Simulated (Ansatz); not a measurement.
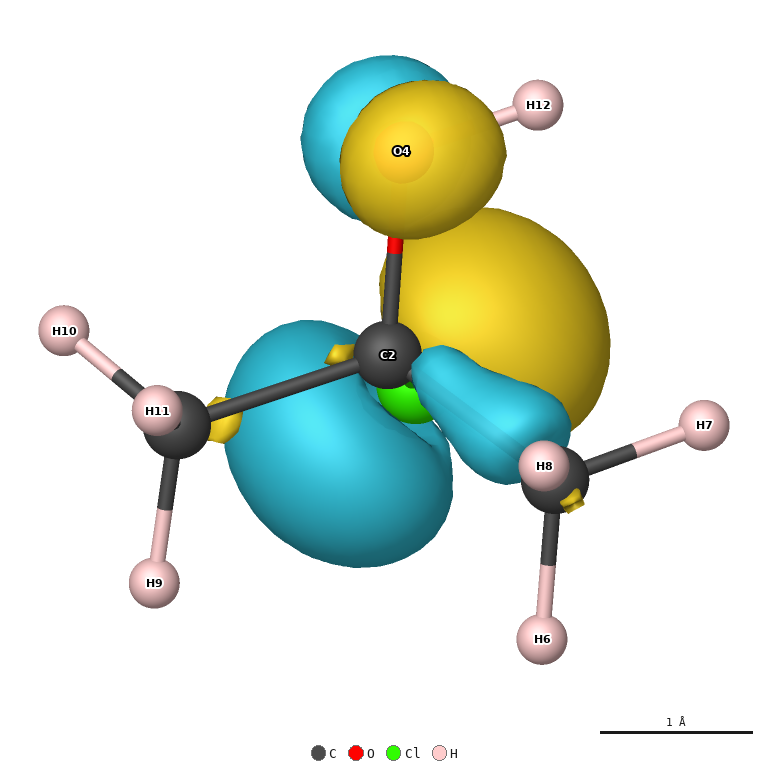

Figure. C₃H₇ClO (SMILES CC(C)(O)Cl). The HOMO at ±0.2 Å⁻³ᐟ² (yellow and cyan are the two phases), seen at an oblique angle.

Geometry: PBE0-D4/def2-TZVP.

Theory: RKS PBE0-D4/def2-TZVPP in Ansatz 0.2.0.

Input file:

```
crystal:
  periodic: [false, false, false]
  atoms:
    - {symbol: C, position_ang: [-0.878225, 0.659102, -0.650610]}
    - {symbol: C, position_ang: [0.371251, -0.027964, -0.144685]}
    - {symbol: C, position_ang: [0.257080, -0.521919, 1.275290]}
    - {symbol: O, position_ang: [0.736953, -1.101657, -0.932180]}
    - {symbol: Cl, position_ang: [1.718655, 1.234487, -0.187802]}
    - {symbol: H, position_ang: [-1.137536, 1.510402, -0.021939]}
    - {symbol: H, position_ang: [-0.732670, 1.020960, -1.670603]}
    - {symbol: H, position_ang: [-1.703253, -0.057794, -0.642462]}
    - {symbol: H, position_ang: [0.030595, 0.301545, 1.950910]}
    - {symbol: H, position_ang: [1.191433, -0.990855, 1.581495]}
    - {symbol: H, position_ang: [-0.544074, -1.263041, 1.328438]}
    - {symbol: H, position_ang: [0.766592, -0.818369, -1.851753]}
basis:
  gaussian: {orbitals: def2-TZVPP}
hamiltonian: {xc: pbe0, dispersion: d4}
output: {orbitals: {seedname: orbitals}}
```

Command:

```sh
ansatz run in.yaml --threads 4 --pin off --events-out ev --progress --plain --max-ram 10444MiB
```

Question: Describe this orbital and give its energy.

Answer: Its weight (Hirshfeld) is mainly on Cl5 (about 65 %) and O4 (about 20 %). Its energy is −8.26 eV.
